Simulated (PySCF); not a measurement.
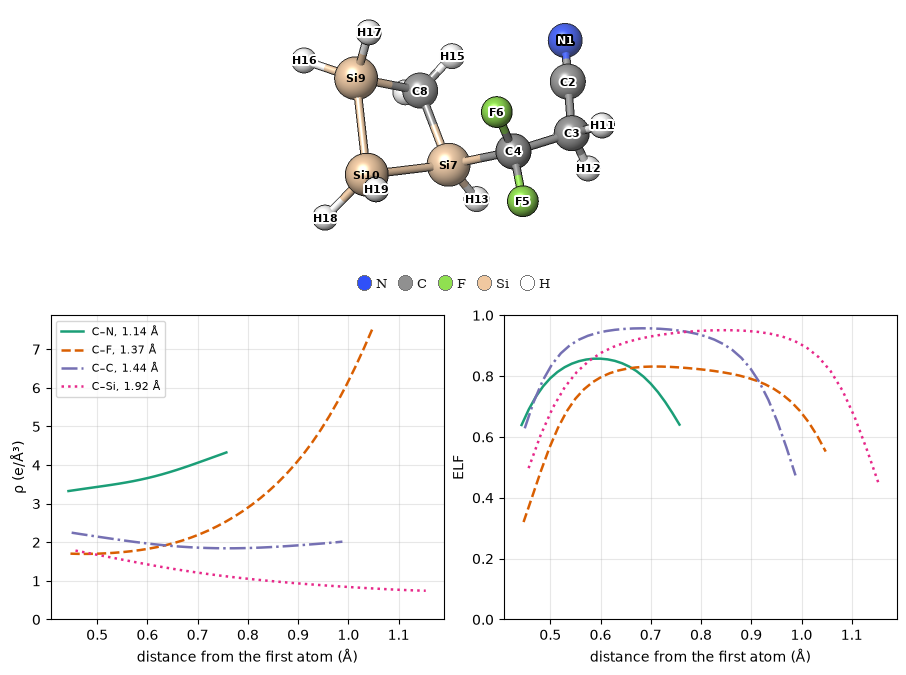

The picture shows: C$_{4}$H$_{9}$F$_{2}$NSi$_{3}$. Total electron density and ELF along straight lines between neighbouring atoms. The curves leave out the atomic cores. The structure is drawn too.

Geometry: GFN2-xTB.

Theory: PBE0/pcSseg-1, SCF density, gas phase, non-relativistic (PySCF 2.14.0).

```tsv
atom	x (Å)	y (Å)	z (Å)
N	3.2254	-1.0648	-0.2533
C	2.3257	-1.2984	-0.9180
C	1.2002	-1.6089	-1.7562
C	-0.1187	-1.0956	-1.1755
F	-1.1079	-1.4415	-2.0728
F	-0.4252	-1.8249	-0.0512
Si	-0.3136	0.8022	-0.7556
C	0.6485	1.1295	0.8773
Si	-0.7524	1.0525	2.2141
Si	-2.3160	1.0076	0.4486
H	1.1437	-2.6971	-1.8772
H	1.3403	-1.1494	-2.7383
H	0.2638	1.4154	-1.9655
H	1.1066	2.1172	0.8519
H	1.4639	0.4363	1.0701
H	-0.6981	2.2115	3.1153
H	-0.6250	-0.1393	3.0557
H	-3.0744	2.2321	0.1519
H	-3.2965	-0.0752	0.3244
```

Question: Compare the contacts.

Answer: C–N (1.14 Å): the density is about 3.6 e/Å³ at the midpoint; the ELF peaks at about 0.85 between the atoms: a multiple bond.
C–F (1.37 Å): ρ is about 2.1 e/Å³ halfway, with its minimum of 1.7 e/Å³ about 0.5 Å from C; the ELF peaks at about 0.85 between the atoms (a shared but strongly polarised pair).
C–C (1.44 Å): the density is about 1.9 e/Å³ at the midpoint; the ELF peaks at about 0.95 between the atoms, as expected for a covalent bond.
C–Si (1.92 Å): ρ at the midpoint is about 0.87 e/Å³; the ELF peaks at about 0.95 between the atoms; a covalent bond.
